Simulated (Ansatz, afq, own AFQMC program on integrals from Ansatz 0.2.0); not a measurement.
**GeHO (quartet): AFQMC on the coupled-cluster ladder at distance Ge1–O2 = 3.484 Å, cc-pVDZ**

Aim: compute GeHO (quartet) with auxiliary-field quantum Monte Carlo on the same integrals as coupled cluster, and set the energies side by side.

The runs use Ansatz 0.2.0, Gaussian basis, and an in-house AFQMC program (afq) on its integrals; all values are calculated; cc-pVDZ, frozen cores.

To be run: PBE (unrestricted); r2SCAN (unrestricted); PBE0 (unrestricted); B3LYP (unrestricted); wB97M-V (unrestricted); B2PLYP (unrestricted); CCSD(T) on UHF; CCSDT(Q) on UHF; Phaseless AFQMC, CISD trial on UHF; Phaseless AFQMC, single-determinant trial on UHF.

## Step 1: What is computed

The geometry derives from a PBE0/def2-TZVP stationary point (not a proven minimum). One bond is set to the value named and the two fragments are kept rigid. No spin-orbit coupling is included. The filled d shell of Ge may be among the frozen orbitals whatever the setting's name suggests; the logs give the count.

3 atoms, charge 0, spin multiplicity 4.

Atoms are counted from 1 here; the program's logs count them from 0.

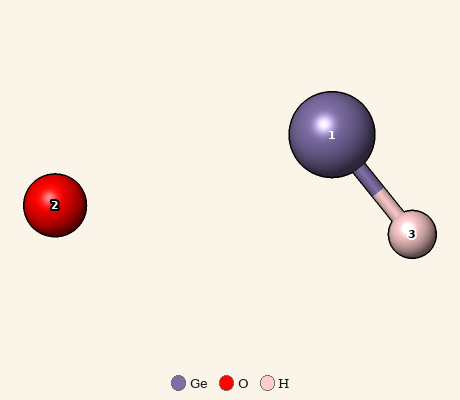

The structure; germanium purple, oxygen red, hydrogen pink; atoms are numbered from 1 in the order of the file.

Geometry (Å):

```
Ge    0.0000   -0.0569    0.6121
O     0.0000    0.1754   -2.8642
H     0.0000    1.3182    1.3543
```

## Step 2: PBE (unrestricted)

File in.yaml:

```yaml
crystal:
  periodic: [false, false, false]
  atoms:
    - {symbol: Ge, position_ang: [0.000000, -0.056928, 0.612061]}
    - {symbol: O, position_ang: [0.000000, 0.175421, -2.864183]}
    - {symbol: H, position_ang: [0.000000, 1.318154, 1.354325]}
basis:
  gaussian: {orbitals: cc-pVDZ}
magnetization: {spin_polarized: true, initial_magnetization: 3}
hamiltonian: {xc: {name: PBE}}
output: {orbitals: {seedname: orbitals}}
```

Command:

```
$ ansatz run in.yaml --threads 1 --pin off --events-out ev --progress --plain --max-ram 1382MiB
```

Output:

```text
Functional definition: PBE
  name "PBE"
  cite "Perdew, Burke & Ernzerhof, Phys. Rev. Lett. 77, 3865 (1996) doi:10.1103/PhysRevLett.77.3865"
  parent pbe
  parameter kappa = 0.804
  parameter beta = 0.06672455060314922
  exchange = pbe_x(kappa = kappa, mu = beta*pi^2/3)
  correlation = pbe_c(beta = beta)
568 factors; their error is unknown
mean field evaluation 1: about -58558.3898 eV, gradient 2.7e1 eV
mean field evaluation 2: about -58441.6385 eV, gradient 8.0e1 eV
mean field evaluation 4: about -58557.6139 eV, gradient 2.2e1 eV
mean field evaluation 8: about -58563.4158 eV, gradient 3.7e-1 eV
mean field evaluation 16: about -58563.4035 eV, gradient 2.4e-5 eV
mean field evaluation 32: about -58563.2251 eV, gradient 1.7e0 eV
mean field evaluation 64: about -58563.3141 eV, gradient 6.1e-1 eV
mean field evaluation 96: about -58563.3340 eV, gradient 2.8e-1 eV
mean field evaluation 128: about -58562.5576 eV, gradient 7.1e0 eV
mean field evaluation 160: about -58561.5303 eV, gradient 6.1e0 eV
mean field -58563.40347771 eV, -2152.1653821053 hartree, gradient 5.3e-6 eV, S^2 3.755783; 11 other end points of the search recorded, 0 dependent functions left out
reference -58563.40350697 eV, -2152.1653831804 hartree; 22, 19 occupied and 24, 27 virtual orbitals, 568 factors
Total energy: -58563.40350697 eV, -2152.1653831804 hartree
```

It took 18 s on 1 thread of Arm Neoverse V1, shared host.

From the report: ⟨S²⟩ of the determinant 3.756 (pure quartet: 3.75).

## Step 3: r2SCAN (unrestricted)

in.yaml: that of step 2 with these lines changed.

```diff
@@ -9,3 +9,2 @@
 magnetization: {spin_polarized: true, initial_magnetization: 3}
-hamiltonian: {xc: {name: PBE}}
-output: {orbitals: {seedname: orbitals}}
+hamiltonian: {xc: {name: r2SCAN}}
```

Same command.

Output, cut to the lines that bear on the results:

```text
Functional definition: r2SCAN
  name "r2SCAN"
  cite "Furness, Kaplan, Ning, Perdew & Sun, J. Phys. Chem. Lett. 11, 8208 (2020) doi:10.1021/acs.jpclett.0c02405"
  cite "Furness, Kaplan, Ning, Perdew & Sun, J. Phys. Chem. Lett. 11, 9248 (2020) doi:10.1021/acs.jpclett.0c03077"
  parent r2scan
[...]
568 factors; their error is unknown
[...]
mean field -58572.94996193 eV, -2152.5162089294 hartree, gradient 1.2e-6 eV, S^2 3.759121; 12 other end points of the search recorded, 0 dependent functions left out
reference -58572.94997066 eV, -2152.5162092505 hartree; 22, 19 occupied and 24, 27 virtual orbitals, 568 factors
Total energy: -58572.94997066 eV, -2152.5162092505 hartree
```

It took 56 s on 1 thread of Arm Neoverse V1, shared host.

From the report: ⟨S²⟩ of the determinant 3.759 (pure quartet: 3.75).

## Step 4: PBE0 (unrestricted)

in.yaml: that of step 3 with these lines changed.

```diff
@@ -9,2 +9,3 @@
 magnetization: {spin_polarized: true, initial_magnetization: 3}
-hamiltonian: {xc: {name: r2SCAN}}
+hamiltonian: {xc: {name: PBE0}}
+output: {orbitals: {seedname: orbitals}}
```

Launched as before.

Output, cut to the lines that bear on the results:

```text
Functional definition: PBE0
  name "PBE0"
  cite "Adamo & Barone, J. Chem. Phys. 110, 6158 (1999) doi:10.1063/1.478522"
  cite "Perdew, Burke & Ernzerhof, Phys. Rev. Lett. 77, 3865 (1996) doi:10.1103/PhysRevLett.77.3865"
  parent pbe
[...]
501 factors; integrals over basis functions are off by at most 1.2e-3 eV
[...]
mean field -58565.12502573 eV, -2152.2286478280 hartree, gradient 4.3e-6 eV, S^2 3.756179; 4 other end points of the search recorded, 0 dependent functions left out
reference -58565.12504779 eV, -2152.2286486386 hartree; 22, 19 occupied and 24, 27 virtual orbitals, 501 factors
Total energy: -58565.12504779 eV, -2152.2286486386 hartree
```

Run time: 5.5 s. Hardware: 1 thread of Arm Neoverse V1, shared host.

From the report: ⟨S²⟩ of the determinant 3.756 (pure quartet: 3.75).

## Step 5: B3LYP (unrestricted)

in.yaml: that of step 4 with these lines changed.

```diff
@@ -9,3 +9,2 @@
 magnetization: {spin_polarized: true, initial_magnetization: 3}
-hamiltonian: {xc: {name: PBE0}}
-output: {orbitals: {seedname: orbitals}}
+hamiltonian: {xc: {name: B3LYP}}
```

Same command.

Output, cut to the lines that bear on the results:

```text
Functional definition: B3LYP
  name "B3LYP"
  cite "Stephens, Devlin, Chabalowski & Frisch, J. Phys. Chem. 98, 11623 (1994) doi:10.1021/j100096a001"
  cite "Becke, Phys. Rev. A 38, 3098 (1988) doi:10.1103/PhysRevA.38.3098"
  cite "Lee, Yang & Parr, Phys. Rev. B 37, 785 (1988) doi:10.1103/PhysRevB.37.785"
  cite "Vosko, Wilk & Nusair, Can. J. Phys. 58, 1200 (1980) doi:10.1139/p80-159"
[...]
501 factors; integrals over basis functions are off by at most 1.2e-3 eV
[...]
mean field -58575.75613785 eV, -2152.6193339923 hartree, gradient 5.9e-6 eV, S^2 3.755127; 7 other end points of the search recorded, 0 dependent functions left out
reference -58575.75633356 eV, -2152.6193411846 hartree; 22, 19 occupied and 24, 27 virtual orbitals, 501 factors
Total energy: -58575.75633356 eV, -2152.6193411846 hartree
```

It took 10 s on 1 thread of Arm Neoverse V1, shared host.

From the report: ⟨S²⟩ of the determinant 3.755 (pure quartet: 3.75).

## Step 6: wB97M-V (unrestricted)

in.yaml: that of step 5 with these lines changed.

```diff
@@ -9,2 +9,3 @@
 magnetization: {spin_polarized: true, initial_magnetization: 3}
-hamiltonian: {xc: {name: B3LYP}}
+hamiltonian: {xc: {name: wB97M-V}}
+output: {orbitals: {seedname: orbitals}}
```

Launched as before.

Output, cut to the lines that bear on the results:

```text
Functional definition: wB97M-V
  name "wB97M-V"
  cite "Mardirossian & Head-Gordon, J. Chem. Phys. 144, 214110 (2016) doi:10.1063/1.4952647"
  cite "Becke, J. Chem. Phys. 107, 8554 (1997) doi:10.1063/1.475007"
  cite "Vydrov & Van Voorhis, J. Chem. Phys. 133, 244103 (2010) doi:10.1063/1.3521275"
  # Of w^i u^j: cxij and so on, Table III.
[...]
  gx(w, u) = 1 - cx + cx01*u + cx10*w
  gss(w, u) = css00 + css04*u^4 + css10*w + css20*w^2 + css43*w^4*u^3
  gos(w, u) = cos00 + cos10*w + (cos20 + cos21*u)*w^2 + (cos60 + cos61*u)*w^6
[...]
      + integral(e_c_pw_mod_opposite_spin*gos(b97_w_opposite, b97_u_opposite)) + vv10(b, c)
501 factors; integrals over basis functions are off by at most 1.2e-3 eV
127 factors; integrals over basis functions are off by at most 7.1e-5 eV
[...]
mean field -58570.68895878 eV, -2152.4331185963 hartree, gradient 3.0e-6 eV, S^2 3.755558; 4 other end points of the search recorded, 0 dependent functions left out
reference -58570.68898753 eV, -2152.4331196528 hartree; 22, 19 occupied and 24, 27 virtual orbitals, 501 factors
Total energy: -58570.68898753 eV, -2152.4331196528 hartree
```

It took 19 s on 1 thread of Arm Neoverse V1, shared host.

From the report: ⟨S²⟩ of the determinant 3.756 (pure quartet: 3.75).

## Step 7: B2PLYP (unrestricted)

in.yaml: that of step 6 with these lines changed.

```diff
@@ -9,3 +9,3 @@
 magnetization: {spin_polarized: true, initial_magnetization: 3}
-hamiltonian: {xc: {name: wB97M-V}}
-output: {orbitals: {seedname: orbitals}}
+hamiltonian: {xc: {name: B2PLYP}}
+correlation: {electrons: outside_noble_gas}
```

Same command.

Output, cut to the lines that bear on the results:

```text
Functional definition: B2PLYP
  name "B2PLYP"
  cite "Grimme, J. Chem. Phys. 124, 034108 (2006) doi:10.1063/1.2148954"
  cite "Becke, Phys. Rev. A 38, 3098 (1988) doi:10.1103/PhysRevA.38.3098"
  cite "Lee, Yang & Parr, Phys. Rev. B 37, 785 (1988) doi:10.1103/PhysRevB.37.785"
[...]
501 factors; integrals over basis functions are off by at most 1.2e-3 eV
[...]
mean field -58560.06331906 eV, -2152.0426335390 hartree, gradient 1.3e-7 eV, S^2 3.758173; 8 other end points of the search recorded, 0 dependent functions left out
15 core orbitals not correlated: weight in the atoms' cores, before any rotation towards them, 0.999 or more for the frozen orbitals, at most 0.000 for the correlated occupied ones
reference -58560.06344308 eV, -2152.0426380966 hartree; 7, 4 occupied and 24, 27 virtual orbitals, 501 factors
second order -5.37868366 eV of doubles, -0.00000000 eV of singles
Total energy: -58561.51568767 eV, -2152.0960071008 hartree
```

Wall time 11 s (1 thread of Arm Neoverse V1, shared host).

From the report: ⟨S²⟩ of the determinant 3.758 (pure quartet: 3.75).

## Step 8: CCSD(T) on UHF

in.yaml: that of step 7 with these lines changed.

```diff
@@ -9,3 +9,2 @@
 magnetization: {spin_polarized: true, initial_magnetization: 3}
-hamiltonian: {xc: {name: B2PLYP}}
-correlation: {electrons: outside_noble_gas}
+correlation: {method: ccsd_t, electrons: outside_noble_gas, hamiltonian_folder: ham}
```

Launched as before.

Output, cut to the lines that bear on the results:

```text
Functional definition: HF
  name "HF"
  cite "Fock, Z. Phys. 61, 126 (1930) doi:10.1007/BF01340294"
  parent pbe
[...]
501 factors; integrals over basis functions are off by at most 1.2e-3 eV
[...]
mean field -58522.33999036 eV, -2150.6563267791 hartree, gradient 2.3e-6 eV, S^2 3.768014; 35 other end points of the search recorded, 0 dependent functions left out
determinant -58522.33999036 eV, -2150.6563267791 hartree, with singles and doubles -58527.78142782 eV, -2150.8562959172 hartree
determinant -58522.27601378 eV, -2150.6539756831 hartree, with singles and doubles -58527.71495004 eV, -2150.8538529039 hartree
determinant -58522.27122097 eV, -2150.6537995506 hartree, with singles and doubles -58527.71272562 eV, -2150.8537711579 hartree
determinant -58522.23232469 eV, -2150.6523701385 hartree, with singles and doubles -58527.67212931 eV, -2150.8522792712 hartree
[...]
determinant -58522.27122097 eV, -2150.6537995506 hartree, with singles and doubles -58527.71267435 eV, -2150.8537692740 hartree
determinant -58522.23232469 eV, -2150.6523701385 hartree, with singles and doubles -58527.67200952 eV, -2150.8522748688 hartree
determinant -58522.22797463 eV, -2150.6522102769 hartree, with singles and doubles -58527.67061627 eV, -2150.8522236678 hartree
determinant -58522.22797394 eV, -2150.6522102515 hartree, with singles and doubles -58527.67059205 eV, -2150.8522227780 hartree
15 core orbitals not correlated: weight in the atoms' cores, before any rotation towards them, 1.000 or more for the frozen orbitals, at most 0.000 for the correlated occupied ones
reference -58522.33999036 eV, -2150.6563267791 hartree; 7, 4 occupied and 24, 27 virtual orbitals, 501 factors
second order -4.44504703 eV of doubles, -0.00000000 eV of singles
cycle   1  -5.44182204 eV  change    1.4e-6 eV  update   4.0e-6
perturbative correction -0.06119504 eV, -0.0022488763 hartree
Total energy: -58527.84300745 eV, -2150.8585589268 hartree
```

Run time: 35 s. Hardware: 1 thread of Arm Neoverse V1, shared host.

From the report: ⟨S²⟩ of the determinant 3.768 (pure quartet: 3.75); correlation -5.5030 eV; T1 0.011; largest double amplitude 0.07.

This run also writes the integrals to the folder ham.

## Step 9: CCSDT(Q) on UHF

in.yaml: that of step 8 with these lines changed.

```diff
@@ -9,2 +9,2 @@
 magnetization: {spin_polarized: true, initial_magnetization: 3}
-correlation: {method: ccsd_t, electrons: outside_noble_gas, hamiltonian_folder: ham}
+correlation: {method: ccsdt_q, electrons: outside_noble_gas}
```

Launched as before.

Output, cut to the lines that bear on the results:

```text
Functional definition: HF
  name "HF"
  cite "Fock, Z. Phys. 61, 126 (1930) doi:10.1007/BF01340294"
  parent pbe
[...]
813 factors; integrals over basis functions are off by at most 1.1e-7 eV
[...]
mean field -58522.34006127 eV, -2150.6563293848 hartree, gradient 1.3e-6 eV, S^2 3.768014; 35 other end points of the search recorded, 0 dependent functions left out
determinant -58522.34006127 eV, -2150.6563293848 hartree, with singles and doubles -58527.78150768 eV, -2150.8562988520 hartree
determinant -58522.27608247 eV, -2150.6539782074 hartree, with singles and doubles -58527.71502771 eV, -2150.8538557582 hartree
determinant -58522.27128918 eV, -2150.6538020572 hartree, with singles and doubles -58527.71280283 eV, -2150.8537739955 hartree
determinant -58522.23237775 eV, -2150.6523720885 hartree, with singles and doubles -58527.67218964 eV, -2150.8522814883 hartree
[...]
determinant -58522.27128918 eV, -2150.6538020572 hartree, with singles and doubles -58527.71275155 eV, -2150.8537721108 hartree
determinant -58522.23237775 eV, -2150.6523720885 hartree, with singles and doubles -58527.67206989 eV, -2150.8522770874 hartree
determinant -58522.22802937 eV, -2150.6522122886 hartree, with singles and doubles -58527.67067962 eV, -2150.8522259958 hartree
15 core orbitals not correlated: weight in the atoms' cores, before any rotation towards them, 1.000 or more for the frozen orbitals, at most 0.000 for the correlated occupied ones
reference -58522.34006127 eV, -2150.6563293848 hartree; 7, 4 occupied and 24, 27 virtual orbitals, 813 factors
second order -4.44507074 eV of doubles, -0.00000000 eV of singles
cycle   1  -5.16966317 eV  change   -7.2e-1 eV  update   6.4e-2
[...]
cycle  78  -5.51952303 eV  change   -8.7e-8 eV  update   1.3e-6
perturbative correction -0.00347884 eV, -0.0001278452 hartree
Total energy: -58527.86306314 eV, -2150.8592959599 hartree
```

It took 70 s on 1 thread of Arm Neoverse V1, shared host.

From the report: ⟨S²⟩ of the determinant 3.768 (pure quartet: 3.75); correlation -5.5230 eV; T1 0.011; largest double amplitude 0.08.

## Step 10: Phaseless AFQMC, CISD trial on UHF

It reads the integrals that the CCSD(T) run on this determinant wrote.

Command:

```
$ afq ham --method phaseless --trial cisd --walkers 60 --populations 1 --least-time 40 --time-step 0.005 --steps-per-block 50 --equilibration-blocks 40 --max-blocks 300 --target-error 0.0008 --factor-cut 1e-05 --start spin_pure --seed 4779 --release-times 0.24,0.51,0.99,1.62,2.4 --release-step 0.03 --release-every 4 --taylor-order 6
```

Output:

```text
orbitals 31  electrons 7 4  factors 205 of 501
reference energy -2150.65632678 Eh
CCSD correlation -0.19998317 Eh in 26 cycles, weight of the determinant in the CISD state 0.9063
energy of the start -2150.855871 Eh
 block  time / (1/Eh)  mean weight  energy / Eh
     1     0.250  0.9983  -2150.854501
     2     0.500  1.0014  -2150.855403
     3     0.750  1.0006  -2150.855946
     4     1.000  0.9979  -2150.858483
     5     1.250  1.0004  -2150.856421
     6     1.500  1.0025  -2150.857531
     7     1.750  0.9999  -2150.856726
     8     2.000  1.0022  -2150.858879
     9     2.250  0.9989  -2150.865372
    10     2.500  0.9995  -2150.864873
    11     2.750  0.9999  -2150.859809
    16     4.000  0.9994  -2150.857029
    21     5.250  1.0003  -2150.863640
    26     6.500  0.9998  -2150.858893
    31     7.750  0.9978  -2150.857508
    36     9.000  0.9987  -2150.858154
    41    10.250  1.0003  -2150.863860
    46    11.500  1.0014  -2150.859314
    51    12.750  1.0002  -2150.858175
    56    14.000  1.0004  -2150.861597
    61    15.250  1.0006  -2150.858502
    66    16.500  0.9990  -2150.859146
    71    17.750  0.9981  -2150.857955
    76    19.000  0.9996  -2150.857656
    81    20.250  1.0004  -2150.854844
    86    21.500  1.0000  -2150.858653
    91    22.750  1.0003  -2150.858438
    96    24.000  1.0020  -2150.858541
   101    25.250  1.0013  -2150.858017
   106    26.500  1.0007  -2150.857495
   111    27.750  1.0001  -2150.860905
   116    29.000  1.0011  -2150.860852
   121    30.250  0.9967  -2150.855825
   126    31.500  0.9997  -2150.858691
   131    32.750  0.9988  -2150.857243
   136    34.000  1.0010  -2150.858942
   141    35.250  0.9990  -2150.860172
   146    36.500  0.9977  -2150.861236
   151    37.750  1.0016  -2150.860739
   156    39.000  0.9973  -2150.858006
   161    40.250  1.0043  -2150.858198
   166    41.500  0.9966  -2150.856812
   171    42.750  0.9996  -2150.856889
   176    44.000  1.0000  -2150.859887
   181    45.250  0.9997  -2150.859542
   186    46.500  0.9996  -2150.859385
   191    47.750  1.0011  -2150.858778
   196    49.000  0.9985  -2150.857762
blocks merged  error / Eh  count
     1  0.000154  160
     2  0.000183  80
     4  0.000206  40
     8  0.000240  20
    16  0.000278  10
released: time / (1/Eh)  energy / Eh  error  mean overlap
  0.24  -2150.858821  0.000321  1.0094
  0.51  -2150.858794  0.000299  1.0105
  0.99  -2150.858459  0.000358  1.0158
  1.62  -2150.858869  0.000356  1.0353
  2.40  -2150.858972  0.000495  1.0513
energy -2150.858786 +/- 0.000240 Eh
```

Wall time 3 min (1 thread of Arm Neoverse V1, shared host).

Energy -58527.8492 ± 0.0065 eV. Caveats: constraint bias not in the error.

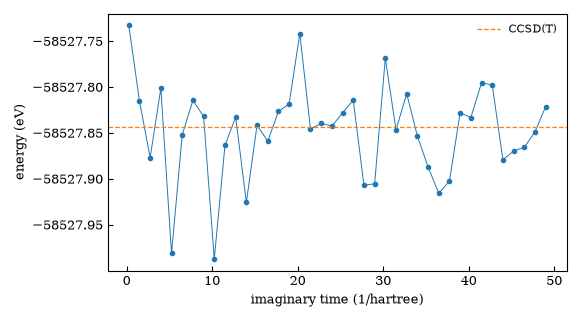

Block energies along the walk.

## Step 11: Phaseless AFQMC, single-determinant trial on UHF

It reads the integrals that the CCSD(T) run on this determinant wrote.

Command:

```
$ afq ham --method phaseless --trial hf --walkers 120 --populations 1 --least-time 40 --time-step 0.005 --steps-per-block 20 --equilibration-blocks 160 --max-blocks 600 --target-error 0.0024000000000000002 --factor-cut 1e-05 --start spin_pure --seed 856 --taylor-order 6
```

Output:

```text
orbitals 31  electrons 7 4  factors 205 of 501
reference energy -2150.65632678 Eh
CCSD correlation -0.19998317 Eh in 26 cycles, weight of the determinant in the CISD state 0.9063
energy of the start -2150.656598 Eh
 block  time / (1/Eh)  mean weight  energy / Eh
     1     0.100  1.0031  -2150.707953
     2     0.200  1.0011  -2150.749743
     3     0.300  0.9994  -2150.772106
     4     0.400  0.9997  -2150.790440
     5     0.500  1.0017  -2150.797473
     6     0.600  1.0042  -2150.813528
     7     0.700  1.0005  -2150.811684
     8     0.800  0.9999  -2150.823121
     9     0.900  1.0000  -2150.824558
    10     1.000  1.0006  -2150.832849
    15     1.500  1.0004  -2150.840641
    29     2.900  1.0011  -2150.849461
    43     4.300  0.9992  -2150.866707
    57     5.700  0.9996  -2150.845417
    71     7.100  1.0012  -2150.856200
    85     8.500  1.0016  -2150.844285
    99     9.900  1.0014  -2150.878584
   113    11.300  1.0005  -2150.864310
   127    12.700  1.0013  -2150.859571
   141    14.100  0.9989  -2150.834298
   155    15.500  0.9994  -2150.860137
   169    16.900  1.0007  -2150.861444
   183    18.300  0.9997  -2150.842972
   197    19.700  1.0015  -2150.854718
   211    21.100  1.0030  -2150.860793
   225    22.500  0.9993  -2150.851250
   239    23.900  0.9990  -2150.851759
   253    25.300  1.0022  -2150.848472
   267    26.700  1.0005  -2150.870673
   281    28.100  0.9989  -2150.882710
   295    29.500  0.9985  -2150.886170
   309    30.900  1.0007  -2150.852310
   323    32.300  1.0025  -2150.870152
   337    33.700  0.9974  -2150.834731
   351    35.100  1.0003  -2150.876671
   365    36.500  1.0006  -2150.858429
   379    37.900  1.0005  -2150.855733
   393    39.300  1.0000  -2150.858908
   407    40.700  0.9983  -2150.877158
   421    42.100  1.0010  -2150.846247
   435    43.500  0.9979  -2150.859320
   449    44.900  1.0024  -2150.849519
   463    46.300  1.0000  -2150.878100
   477    47.700  1.0013  -2150.854831
   491    49.100  1.0019  -2150.836627
   505    50.500  1.0024  -2150.857498
   519    51.900  1.0004  -2150.886634
   533    53.300  1.0006  -2150.850792
   547    54.700  0.9991  -2150.853316
blocks merged  error / Eh  count
     1  0.000690  400
     2  0.000887  200
     4  0.001102  100
     8  0.001290  50
    16  0.001486  25
    32  0.001449  12
energy -2150.854691 +/- 0.001486 Eh
```

It took 2.8 min on 1 thread of Arm Neoverse V1, shared host.

Energy -58527.7378 ± 0.0404 eV. Caveats: constraint bias not in the error.

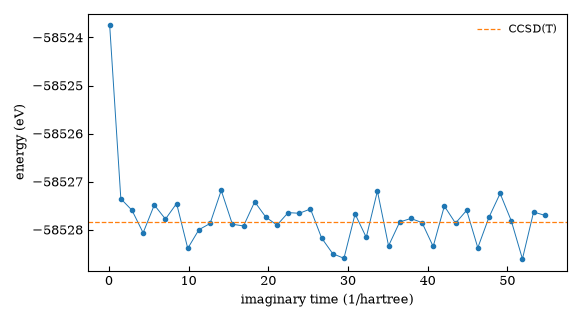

Block energies along the walk.

## Step 12: AFQMC on the ladder

On the UHF determinant, counted from CCSDT(Q) (a yardstick, not exact):

```tsv
level	energy (eV)	from CCSDT(Q) (kJ/mol)	statistical error (kJ/mol)	time
HF	-58522.3400	+532.9		
MP2	-58526.7850	+104.0		
CCSD	-58527.7818	+7.8		
CCSD(T)	-58527.8430	+1.9		
CCSDT(Q)	-58527.8631	0.0		
Phaseless AFQMC, CISD trial, step 0.005, 60 walkers	-58527.8492	+1.3	0.6	3 min
Phaseless AFQMC, single-determinant trial, step 0.005, 120 walkers	-58527.7378	+12.1	3.9	2.8 min
```

The functionals' totals stand on their own zeros and serve differences with other points: PBE -58563.404 eV; r2SCAN -58572.950 eV; PBE0 -58565.125 eV; B3LYP -58575.756 eV; wB97M-V -58570.689 eV; B2PLYP -58561.516 eV.

## Step 13: What came out

```
                                                      quantity               value
                                  CCSD(T) on UHF from CCSDT(Q)         +1.9 kJ/mol
              Phaseless AFQMC, CISD trial on UHF from CCSDT(Q)   +1.3 ± 0.6 kJ/mol
Phaseless AFQMC, single-determinant trial on UHF from CCSDT(Q)  +12.1 ± 3.9 kJ/mol
```

In words: On UHF the phaseless walk with the CISD trial lies +1.3 kJ/mol from CCSDT(Q), within three error bars. Error bars are statistical and leave out the constraint, the time step and what remains of the start.
